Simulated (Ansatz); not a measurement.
**CH₈OSi₂: how energies converge with the basis set**

How large a basis does CH₈OSi₂ need? Two functionals are run in growing sets.

Method: one geometry, several basis sets; program: Ansatz 0.2.0, Gaussian basis.

Plan: PBE0-D4/def2-SVP; ωB97M-V/def2-SVP; PBE0-D4/def2-QZVPP; ωB97M-V/def2-QZVPP; the functionals' def2-TZVPP values are taken from earlier runs.

## 1. Structure used throughout

All runs share one geometry, relaxed beforehand with PBE0-D4 in a triple-zeta def2 set.

SMILES `OC([SiH3])[SiH3]`, 12 atoms, charge 0, spin multiplicity 1.

Atoms are counted from 1 here; the program's logs count them from 0.

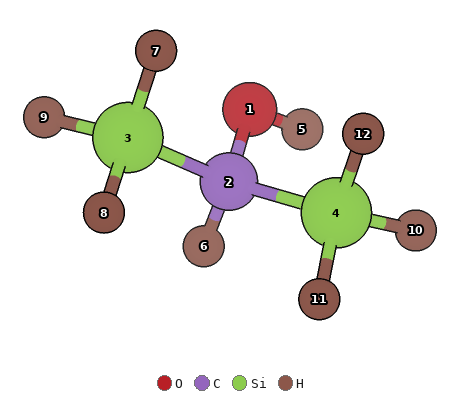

The geometry (oxygen red, carbon purple, silicon green, hydrogen brown); atoms are numbered from 1 in the order of the file.

## 2. PBE0-D4 in def2-SVP

in.yaml reads:

```yaml
crystal:
  periodic: [false, false, false]
  atoms:
    - {symbol: O, position_ang: [0.213530, 1.747095, 0.281655]}
    - {symbol: C, position_ang: [-0.383073, 0.469366, 0.033061]}
    - {symbol: Si, position_ang: [-0.159531, -0.564525, 1.597135]}
    - {symbol: Si, position_ang: [0.366289, -0.352802, -1.495724]}
    - {symbol: H, position_ang: [0.137056, 2.285791, -0.511385]}
    - {symbol: H, position_ang: [-1.470047, 0.561104, -0.126366]}
    - {symbol: H, position_ang: [1.284924, -0.761926, 1.879448]}
    - {symbol: H, position_ang: [-0.799584, -1.888303, 1.366464]}
    - {symbol: H, position_ang: [-0.806195, 0.099807, 2.757885]}
    - {symbol: H, position_ang: [0.339680, 0.643804, -2.605587]}
    - {symbol: H, position_ang: [-0.423515, -1.548601, -1.893689]}
    - {symbol: H, position_ang: [1.777466, -0.746011, -1.248895]}
basis:
  gaussian: {orbitals: def2-SVP}
hamiltonian: {xc: pbe0, dispersion: d4}
output: {orbitals: {seedname: orbitals}}
```

The run is started by

```bash
ansatz run in.yaml --threads 4 --pin off --events-out ev --progress --plain --max-ram 10444MiB
```

After this run come: ωB97M-V in def2-SVP; PBE0-D4 in def2-QZVPP; ωB97M-V in def2-QZVPP.

Before running them: what should the planned runs give, taken together? Wanted: PBE0-D4: double and triple zeta above quadruple; ωB97M-V: double and triple zeta above quadruple.

The runs gave:

| quantity | value |
| --- | --- |
| PBE0-D4: double and triple zeta above quadruple | 10.04, 0.73 eV |
| ωB97M-V: double and triple zeta above quadruple | 10.21, 0.68 eV |

In words: For PBE0-D4 the step from double to triple zeta gains 9.31 eV and the next only 0.73 eV. These are total energies; as a rule much of such shifts cancels in differences, which this series doesn't test. The LUMO of ωB97M-V is positive and keeps falling with the basis (2.34 to 1.32 eV): an unbound level that the basis holds in place.
